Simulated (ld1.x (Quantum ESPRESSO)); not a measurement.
# Ga, PAW: a sweep of the rcutus of the d waves

Aim: generate and test one potential in full, then change the rcutus of the d waves and see what happens to hardness, ghosts and transferability.

Program: ld1.x (Quantum ESPRESSO) 7.5. Reference atom: PBEsol, scalar-relativistic, spherical and spin-unpolarised. All values are calculated.

3 further runs of the same task are left out: 3 that didn't finish.

## Step 1: Starting point

The settings as typed:

```
element                 : gallium (Ga, Z = 31)
type                    : PAW
frozen core             : [Ar]
valence charge          : 13
reference configuration : 3d10 4s0 4p0 (charge +3)
partial waves           : 4s (bound, empty): rcut 1.25, rcutus 1.75 bohr; 4s channel at 2.55 Ry: rcut 1.25, rcutus 1.75 bohr; 4p (bound, empty): rcut 1.05, rcutus 1.45 bohr; 4p channel at -0.8 Ry: rcut 1.05, rcutus 1.45 bohr; 3d (bound): rcut 1.05, rcutus 1.30 bohr; 3d channel at -1.7 Ry: rcut 1.05, rcutus 1.30 bohr
local potential         : all-electron potential smoothed inside 1.55 bohr (lloc = -1)
core correction         : Bessel-smoothed model core, default radius (core density twice the valence density)
augmentation charge     : PSQ, inside the norm-conserving radii
```

## Step 2: Generation of the first potential

Ga.in

```
 &input
   title='Ga', zed=31., rel=1, dft='PBESOL', iswitch=3,
   config='[Ar] 3d10 4s0 4p0',
   nld=3, rlderiv=1.90, eminld=-6.0, emaxld=5.0, deld=0.02
 /
 &inputp
   pseudotype=3, lpaw=.true., tm=.true., lloc=-1, rcloc=1.55,
   nlcc=.true., new_core_ps=.true.,
   which_augfun='PSQ', rmatch_augfun_nc=.true.,
   file_pseudopw='Ga.UPF', file_wfcaegen='ae.wfc', file_wfcncgen='nc.wfc', file_beta='beta', file_chi='chi', file_wfcusgen='us.wfc'
 /
6
4S  1  0   0.00   0.00  1.25  1.75  0.0
4S  1  0   0.00   2.55  1.25  1.75  0.0
4P  2  1   0.00   0.00  1.05  1.45  0.0
4P  2  1   0.00  -0.80  1.05  1.45  0.0
3D  3  2  10.00   0.00  1.05  1.30  0.0
3D  3  2   0.00  -1.70  1.05  1.30  0.0
 &test
   configts(1)='3d10 4s0 4p0'
 /
```

Run with:

```bash
$ ld1.x < Ga.in > Ga.out
```

What the program wrote to Ga.out (without the banner and most projector matrices):

```text
     Program LD1 v.7.5
     --------------------------- All-electron run ----------------------------

     Ga
     scalar relativistic calculation

     atomic number is 31.00
     dft =PBESOL   lsd =0 sic =0 latt =0  beta=0.20 tr2=1.0E-14
     Exchange-correlation= PBESOL
                           (   1   4  10   8   0   0   0)
     mesh =1205 r(mesh) = 101.09016 a.u. xmin = -7.00 dx = 0.01250
     1 Ry =  13.60569312 eV, c = 137.03599908

     n l     nl                  e(Ry)          e(Ha)          e(eV)
     1 0     1S 1( 2.00)      -753.7452      -376.8726    -10255.2264
     2 0     2S 1( 2.00)       -95.1496       -47.5748     -1294.5763
     2 1     2P 1( 6.00)       -83.1755       -41.5877     -1131.6599
     3 0     3S 1( 2.00)       -13.3320        -6.6660      -181.3910
     3 1     3P 1( 6.00)        -9.7233        -4.8616      -132.2917
     3 2     3D 1(10.00)        -3.8556        -1.9278       -52.4576
     4 0     4S 1( 0.00)        -2.6682        -1.3341       -36.3028
     4 1     4P 1( 0.00)        -1.9782        -0.9891       -26.9149

     final scf error:  5.4E-15 reached in  29 iterations

     Etot =   -3880.661650 Ry,   -1940.330825 Ha,  -52799.091522 eV

     Ekin =    3946.372633 Ry,    1973.186316 Ha,   53693.134989 eV
     Encl =   -9286.419877 Ry,   -4643.209939 Ha, -126348.179064 eV
     Eh   =    1605.839936 Ry,     802.919968 Ha,   21848.565370 eV
     Exc  =    -146.454341 Ry,     -73.227170 Ha,   -1992.612816 eV

     normalization and overlap integrals

     s(1S/1S) =  1.000000  <r> =   0.0486  <r2> =    0.0032  r(max) =   0.0319
     s(2S/2S) =  1.000000  <r> =   0.2180  <r2> =    0.0560  r(max) =   0.1833
     s(2P/2P) =  1.000000  <r> =   0.1908  <r2> =    0.0446  r(max) =   0.1464
     s(3S/3S) =  1.000000  <r> =   0.6525  <r2> =    0.4916  r(max) =   0.5647
     s(3P/3P) =  1.000000  <r> =   0.6792  <r2> =    0.5437  r(max) =   0.5647
     s(3D/3D) =  1.000000  <r> =   0.7867  <r2> =    0.7927  r(max) =   0.5305
     s(4S/4S) =  1.000000  <r> =   1.9546  <r2> =    4.3249  r(max) =   1.7177
     s(4P/4P) =  1.000000  <r> =   2.2827  <r2> =    5.9212  r(max) =   1.9957

     ------------------------ End of All-electron run ------------------------

     --------------------- Generating PAW atomic setup --------------------

      Generating local potential from pseudized AE potential:
      Matching radius rcloc =   1.5500

      Local pseudo, rcloc= 1.554 Estimated cut-off energy=     9.49 Ry

      Computing core charge for nlcc:

       r > 0.31 : true rho core
      Core charge pseudized with two Bessel functions
      Integrated core pseudo-charge :  14.62
      Wfc-us  4S rcutus= 1.761  Estimated cut-off energy=    14.49 Ry
      Wfc-us  4S rcutus= 1.761  Estimated cut-off energy=    25.91 Ry
      Wfc-us  4P rcutus= 1.442  Estimated cut-off energy=    33.03 Ry
      Wfc-us  4P rcutus= 1.442  Estimated cut-off energy=    34.30 Ry
      Wfc-us  3D rcutus= 1.305  Estimated cut-off energy=    69.27 Ry
      Wfc-us  3D rcutus= 1.305  Estimated cut-off energy=   118.23 Ry

     Required augmentation: PSQ   radius:    1.750000

     Q pseudized with Bessel functions
     Expected ecutrho=     381.1780 due to l1=  2   l2=  2

     Estimated PAW energy = -270.501946 Ryd

     The PAW screened D coefficients
     1.86344     2.03000     0.00000     0.00000     0.00000     0.00000
     2.03000     2.35629     0.00000     0.00000     0.00000     0.00000
     0.00000     0.00000     0.18382     0.32213     0.00000     0.00000
     0.00000     0.00000     0.32213     0.53918     0.00000     0.00000
     0.00000     0.00000     0.00000     0.00000    -4.83174    -3.15032
     0.00000     0.00000     0.00000     0.00000    -3.15032    -3.67123

     The PAW descreened D coefficients (US)
     1.22302     1.22615     0.00000     0.00000     0.00000     0.00000
     1.22615     1.34882     0.00000     0.00000     0.00000     0.00000
     0.00000     0.00000     0.72061     1.02488     0.00000     0.00000
     0.00000     0.00000     1.02488     1.45314     0.00000     0.00000
     0.00000     0.00000     0.00000     0.00000     1.76728     0.08106
     0.00000     0.00000     0.00000     0.00000     0.08106    -2.72990

     ------------------- End of pseudopotential generation -------------------

     [... the all-electron block is printed once more ...]


     Computing logarithmic derivative in   1.91034

       Warning: n=2, l=1 expected 0 nodes, found 1
       Setting wfc to zero for this iteration
       (This warning will only be printed once per wavefunction)

       Zero norm: self consistency problem; state:  3 (l=  1, j=0.0)
     Computing logarithmic derivative in   1.91034
     Computing the partial wave expansion
     R is outside the sphere for l=    0 j= 0.00
     R is outside the sphere for l=    0 j= 0.00
     R is outside the sphere for l=    1 j= 0.00
     R is outside the sphere for l=    1 j= 0.00
     R is outside the sphere for l=    2 j= 0.00
     R is outside the sphere for l=    2 j= 0.00

     ---------------------- Testing the pseudopotential ----------------------

     Ga
     scalar relativistic calculation

     atomic number is 31.00   valence charge is 13.00
     dft = SLA  PW   PSX  PSC   lsd =0 sic =0 latt =0  beta=0.20 tr2=1.0E-14
     mesh =1205 r(mesh) = 101.09016 xmin = -7.00 dx = 0.01250

     n l     nl             e AE (Ry)        e PS (Ry)    De AE-PS (Ry)
     3 2     3D   1(10.00)       -3.85556       -3.85557        0.00001
     1 0     4S   1( 0.00)       -2.66820       -2.66821        0.00001
     2 1     4P   1( 0.00)       -1.97821       -1.97821        0.00000

     eps = 1.4E-16  iter =  4

     Etot =   -3880.661650 Ry,   -1940.330825 Ha,  -52799.091522 eV
     Etotps =  -270.501968 Ry,    -135.250984 Ha,   -3680.366762 eV

     Ekin =     264.583318 Ry,     132.291659 Ha,    3599.839423 eV
     Encl =    -506.496187 Ry,    -253.248094 Ha,   -6891.231692 eV
     Ehrt =     117.865224 Ry,      58.932612 Ha,    1603.638071 eV
     Ecxc =    -146.454322 Ry,     -73.227161 Ha,   -1992.612564 eV
     (Ecc =     -59.010050 Ry,     -29.505025 Ha,    -802.872637 eV)

     ---------------------- End of pseudopotential test ----------------------
```

Run time: 3 s. Hardware: 1 thread, shared host. This counts the later configuration tests of the new file too.

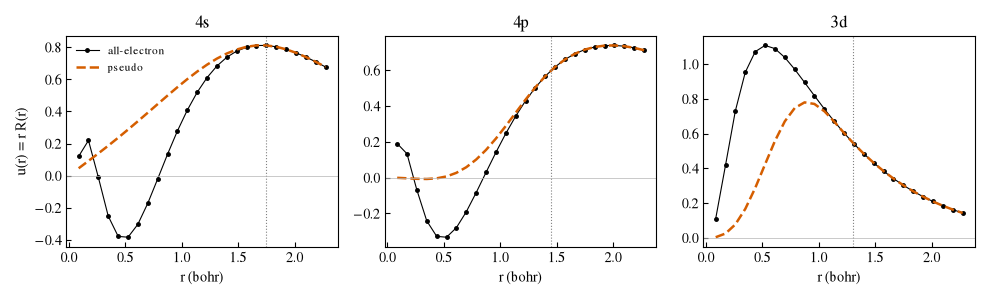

All-electron and pseudo partial waves (4s, 4p, 3d), with the matching radii dotted. The curves join 26 sampled radii, too few to resolve the innermost nodes.

## Step 3: Transferability test

Ga.test.in

```
 &input
   title='Ga', zed=31., rel=1, dft='PBESOL', iswitch=2,
   config='[Ar] 3d10 4s0 4p0'
 /
 &test
   file_pseudo='Ga.UPF', nconf=8,
   configts(1)='3d10 4s0 4p0',
   configts(2)='3d10 4s2 4p1',
   configts(3)='3d10 4s2 4p0',
   configts(4)='3d10 4s1 4p0',
   configts(5)='3d9 4s2 4p1',
   configts(6)='3d10 4s2 4p1.3',
   configts(7)='3d10 4s0 4p3',
   configts(8)='3d10 4s2 4p0.5'
 /
```

Run with:

```bash
$ ld1.x < Ga.test.in > Ga.test.out
```

Ga.test.out, the pseudopotential blocks, each with the warnings that came before it:

```text
     Warning: n=2, l=1 expected 0 nodes, found 1
     ---------------------- Testing the pseudopotential ----------------------

     Ga
     scalar relativistic calculation

     atomic number is 31.00   valence charge is 13.00
     dft =SLA  PW   PSX  PSC   lsd =0 sic =0 latt =0  beta=0.20 tr2=1.0E-14
     mesh =1205 r(mesh) = 101.09016 xmin = -7.00 dx = 0.01250

     n l     nl             e AE (Ry)        e PS (Ry)    De AE-PS (Ry)
     3 2     3D   1(10.00)       -3.85556       -3.85557        0.00001
     1 0     4S   1( 0.00)       -2.66820       -2.66821        0.00001
     2 1     4P   1( 0.00)       -1.97821       -1.97821        0.00000

     eps = 1.4E-16  iter =  4

     Etot =   -3880.661650 Ry,   -1940.330825 Ha,  -52799.091522 eV
     Etotps =  -270.501968 Ry,    -135.250984 Ha,   -3680.366762 eV

     Ekin =     264.583318 Ry,     132.291659 Ha,    3599.839423 eV
     Encl =    -506.496187 Ry,    -253.248094 Ha,   -6891.231692 eV
     Ehrt =     117.865224 Ry,      58.932612 Ha,    1603.638071 eV
     Ecxc =    -146.454322 Ry,     -73.227161 Ha,   -1992.612564 eV
     (Ecc =     -59.010050 Ry,     -29.505025 Ha,    -802.872637 eV)

     ---------------------- End of pseudopotential test ----------------------

     BEWARE! Errors in PS-KS equations
     Warning: n=1, l=0 expected 0 nodes, found 1
     Warning: n=3, l=2 expected 0 nodes, found 1
     ---------------------- Testing the pseudopotential ----------------------

     Ga
     [...]
     n l     nl             e AE (Ry)        e PS (Ry)    De AE-PS (Ry)
     3 2     3D   1(10.00)       -1.40837       -2.01760        0.60923  !
     1 0     4S   1( 2.00)       -0.65871       -1.20229        0.54358  !
     2 1     4P   1( 1.00)       -0.18894       -0.18894        0.00000

     eps = 6.6E-15  iter = 27

     Etot =   -3884.919876 Ry,   -1942.459938 Ha,  -52857.027641 eV
     Etotps =  -274.531530 Ry,    -137.265765 Ha,   -3735.191756 eV
     dEtot_ae =      -4.258226 Ry
     dEtot_ps =      -4.029563 Ry,   Delta E=      -0.228663 Ry

     [...]
     ---------------------- End of pseudopotential test ----------------------

     ---------------------- Testing the pseudopotential ----------------------

     Ga
     [...]
     n l     nl             e AE (Ry)        e PS (Ry)    De AE-PS (Ry)
     3 2     3D   1(10.00)       -2.01811       -2.01760       -0.00051
     1 0     4S   1( 2.00)       -1.20258       -1.20229       -0.00028
     2 1     4P   1( 0.00)       -0.66527       -0.66527        0.00000

     eps = 2.2E-15  iter =  9

     Etot =   -3884.502444 Ry,   -1942.251222 Ha,  -52851.348190 eV
     Etotps =  -274.342590 Ry,    -137.171295 Ha,   -3732.621089 eV
     dEtot_ae =      -3.840794 Ry
     dEtot_ps =      -3.840622 Ry,   Delta E=      -0.000172 Ry

     [...]
     ---------------------- End of pseudopotential test ----------------------

     ---------------------- Testing the pseudopotential ----------------------

     Ga
     [...]
     n l     nl             e AE (Ry)        e PS (Ry)    De AE-PS (Ry)
     3 2     3D   1(10.00)       -2.89489       -2.89394       -0.00094
     1 0     4S   1( 1.00)       -1.91329       -1.91294       -0.00035
     2 1     4P   1( 0.00)       -1.29739       -1.29739        0.00000

     eps = 9.1E-15  iter = 10

     Etot =   -3882.949002 Ry,   -1941.474501 Ha,  -52830.212540 eV
     Etotps =  -272.789316 Ry,    -136.394658 Ha,   -3711.487720 eV
     dEtot_ae =      -2.287353 Ry
     dEtot_ps =      -2.287348 Ry,   Delta E=      -0.000004 Ry

     [...]
     ---------------------- End of pseudopotential test ----------------------

     BEWARE! Errors in PS-KS equations
     ---------------------- Testing the pseudopotential ----------------------

     Ga
     [...]
     n l     nl             e AE (Ry)        e PS (Ry)    De AE-PS (Ry)
     3 2     3D   1( 9.00)       -2.71454       -3.53452        0.81998  !
     1 0     4S   1( 2.00)       -1.42266       -2.09905        0.67639  !
     2 1     4P   1( 1.00)       -0.81786       -0.81786        0.00000

     eps = 6.2E-15  iter = 24

     Etot =   -3882.883194 Ry,   -1941.441597 Ha,  -52829.317173 eV
     Etotps =  -272.405484 Ry,    -136.202742 Ha,   -3706.265419 eV
     dEtot_ae =      -2.221544 Ry
     dEtot_ps =      -1.903516 Ry,   Delta E=      -0.318028 Ry

     [...]
     ---------------------- End of pseudopotential test ----------------------

     BEWARE! Errors in PS-KS equations
     ---------------------- Testing the pseudopotential ----------------------

     Ga
     [...]
     n l     nl             e AE (Ry)        e PS (Ry)    De AE-PS (Ry)
     3 2     3D   1(10.00)       -1.26654       -2.01760        0.75106  !
     1 0     4S   1( 2.00)       -0.52589       -1.20229        0.67641  !
     2 1     4P   1( 1.30)       -0.07414       -0.07414        0.00000

     eps = 5.9E-15  iter = 28

     Etot =   -3884.958884 Ry,   -1942.479442 Ha,  -52857.558377 eV
     Etotps =  -274.438967 Ry,    -137.219483 Ha,   -3733.932364 eV
     dEtot_ae =      -4.297235 Ry
     dEtot_ps =      -3.936999 Ry,   Delta E=      -0.360235 Ry

     [...]
     ---------------------- End of pseudopotential test ----------------------

     BEWARE! Errors in PS-KS equations
     ---------------------- Testing the pseudopotential ----------------------

     Ga
     [...]
     n l     nl             e AE (Ry)        e PS (Ry)    De AE-PS (Ry)
     3 2     3D   1(10.00)       -1.67167       -2.13956        0.46789  !
     1 0     4S   1( 0.00)       -0.80807       -0.80807        0.00000
     2 1     4P   1( 3.00)       -0.29572       -0.29572        0.00000

     eps = 5.8E-25  iter =  6

     Etot =   -3883.935722 Ry,   -1941.967861 Ha,  -52843.637543 eV
     Etotps =  -139.106235 Ry,     -69.553118 Ha,   -1892.636746 eV
     dEtot_ae =      -3.274072 Ry
     dEtot_ps =     131.395733 Ry,   Delta E=    -134.669805 Ry

     [...]
     ---------------------- End of pseudopotential test ----------------------

     BEWARE! Errors in PS-KS equations
     ---------------------- Testing the pseudopotential ----------------------

     Ga
     [...]
     n l     nl             e AE (Ry)        e PS (Ry)    De AE-PS (Ry)
     3 2     3D   1(10.00)       -1.69136       -2.01760        0.32624  !
     1 0     4S   1( 2.00)       -0.91545       -1.20229        0.28684  !
     2 1     4P   1( 0.50)       -0.41271       -0.41271        0.00000

     eps = 7.1E-15  iter = 27

     Etot =   -3884.770904 Ry,   -1942.385452 Ha,  -52855.000767 eV
     Etotps =  -274.548942 Ry,    -137.274471 Ha,   -3735.428654 eV
     dEtot_ae =      -4.109254 Ry
     dEtot_ps =      -4.046974 Ry,   Delta E=      -0.062279 Ry

     [...]
     ---------------------- End of pseudopotential test ----------------------
```

5 tests gave no usable energy difference (3d10 4s2 4p1; 3d9 4s2 4p1; 3d10 4s2 4p1.3; 3d10 4s0 4p3; others).

Energies count from the reference configuration 3d10 4s0 4p0; the error is all-electron less pseudo.

| valence configuration | charge | ΔE all-electron (eV) | error AE − PS (meV) |
| --- | --- | --- | --- |
| 3d10 4s2 4p0 | +1 | -52.257 | -2.3 |
| 3d10 4s1 4p0 | +2 | -31.121 | -0.1 |

## Step 4: Scattering by logarithmic derivatives

Taken from the files of the generation run. The phase is arctan(r·u′/u) with u = r·R, unwrapped, with energies in Ry. A pole is an energy at which the radial function vanishes at the test radius. The pseudo phase is shifted by a multiple of π to meet the all-electron one at the reference energy. Levels narrower than the energy grid can be missing from the poles. The last column is the largest difference on the grid between −1 and +1 Ry.

| channel | radius (bohr) | reference (Ry) | poles AE | poles PS | window around the reference with phases within 0.05 rad (Ry) | largest difference near zero (rad) |
| --- | --- | --- | --- | --- | --- | --- |
| s | 1.91 | -2.67 | 1.00 | 1.00 | the whole range | 0.000 |
| p | 1.91 | -1.98 | 2.59 | 2.61 | the whole range | 0.000 |
| d | 1.91 | -3.86 | -3.67 | -3.67 | the whole range | 0.002 |

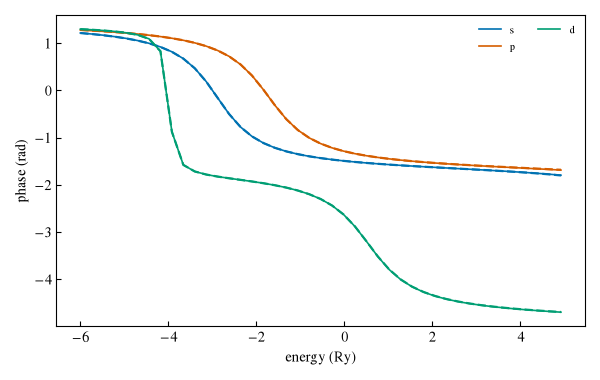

All-electron (solid) and pseudo (dashed) phases against energy.

## Step 5: Plane-wave convergence, by spherical Bessel functions

This step uses the generator's waves and projectors in a separate script. Basis: spherical Bessel functions vanishing at 20 bohr, q² up to the cutoff; potential fixed at the reference.

All-electron valence levels (Ry): 4s -2.6682, 4p -1.9782, 3d -3.8556. The lowest levels of each channel (Ry) by cutoff; the last column sums, over occupied levels, occupation times the distance from the level at 400 Ry. A positive value at high cutoff is not a bound level.

```csv
cutoff (Ry),s #1,p #1,p #2,d #1,f #1,Σ f·Δε (mRy)
8,-2.6565,-2.0590,-0.8996,-1.6283,-0.6057,22272.4
12,-2.6671,-2.0708,-0.9149,-2.2014,-0.6071,16541.3
21,-2.6679,-4.3305,-1.9566,-3.2693,-0.6077,5863.0
30,-2.6682,-6.7670,-1.9778,-3.6464,-0.6078,2092.0
45,-2.6682,-7.2964,-1.9781,-3.8297,-0.6078,259.2
55,-2.6682,-7.3080,-1.9782,-3.8512,-0.6078,44.2
70,-2.6682,-7.3103,-1.9782,-3.8546,-0.6078,9.5
80,-2.6682,-7.3128,-1.9782,-3.8547,-0.6078,9.0
100,-2.6682,-7.3133,-1.9783,-3.8554,-0.6078,2.3
140,-2.6682,-7.3143,-1.9783,-3.8555,-0.6078,0.7
180,-2.6682,-7.3145,-1.9783,-3.8556,-0.6078,0.2
400,-2.6682,-7.3147,-1.9783,-3.8556,-0.6078,0.0
```

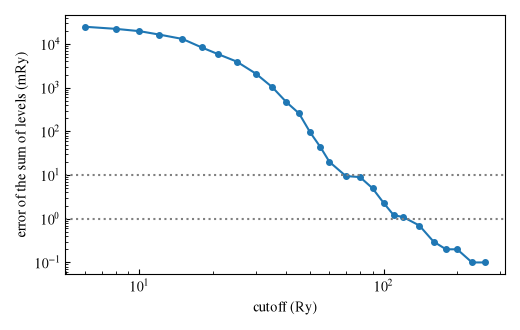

Occupation-weighted error of the valence levels against the cutoff; the dotted lines mark 10 and 1 mRy.

The sum stays within 10 mRy from 70 Ry and within 1 mRy from 140 Ry. The sum leaves out empty levels, which can need more. Ghost test: ghost state, bound below the all-electron valence or empty levels of the same l: p at -99.5 eV.

(Part 1 of 2 ends here.)
